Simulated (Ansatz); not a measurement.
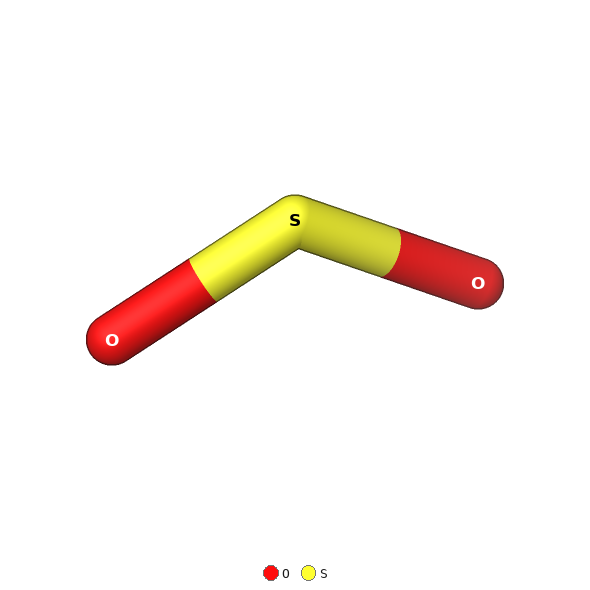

A stick model of a molecule.

The computed structure is the end point of a PBE0-D4/def2-TZVP optimisation.

> What is the molecular formula?

SO₂, 3 atoms: 1 sulfur and 2 oxygen.

> Give a SMILES string for it.

O=S=O

> Which point group does it belong to?

C2v.

More results for the same structure follow; atom numbers are the same in all pictures, views and colours differ.

**Geometry**

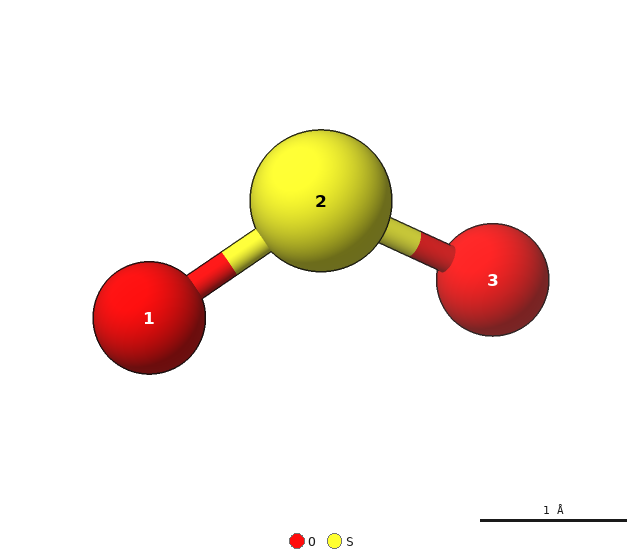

> How are the neighbours of atom 2 arranged?

S2 has 2 neighbours (O1 at 1.43, O3 at 1.43 Å); the arrangement is bent.

**Charges**

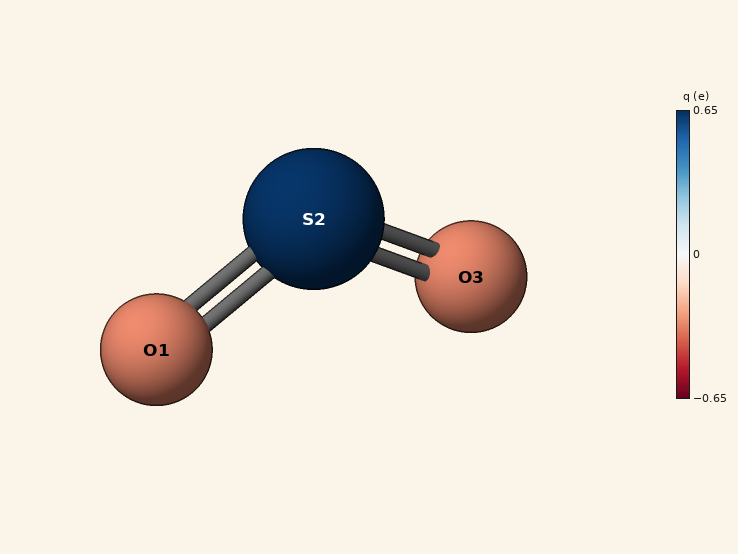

Atoms are coloured by their Mulliken charges. Method: RKS PBE0-D4/def2-TZVP (Ansatz 0.2.0).

Give the Mulliken charges atom by atom.

```tsv
atom	value (e)
O1	−0.32
S2	0.64
O3	−0.32
```

**Electronic properties**

Method: RKS PBE-D4/def2-TZVPP (Ansatz 0.2.0).

> Give the vertical ionisation energy at this level.

12.06 eV.

> Estimate the LUMO energy (Kohn–Sham orbital).

−4.25 eV.

> Estimate the HOMO energy (Kohn–Sham orbital).

−7.91 eV.

> Estimate the dipole moment.

1.54 D.

**Vibrations**

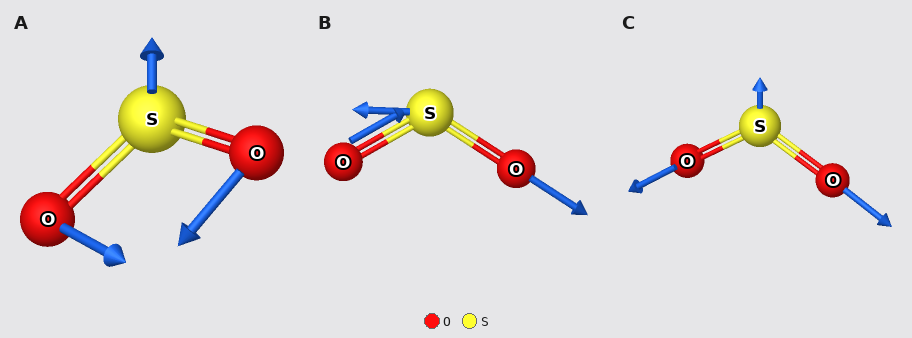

3 normal modes of one molecule or complex, as arrows. Harmonic vibrations computed with RKS PBE0-D4/def2-TZVP (Ansatz 0.2.0) at a stationary point of the same level.

> Match the panels to the wavenumbers 532 cm⁻¹, 1217 cm⁻¹, 1420 cm⁻¹.

A: 532 cm⁻¹, O–S–O bending
B: 1420 cm⁻¹, out-of-phase stretching of 2 O–S bonds
C: 1217 cm⁻¹, in-phase stretching of 2 O–S bonds

Mulliken values depend strongly on the basis set and can even reverse the polarity of a bond.
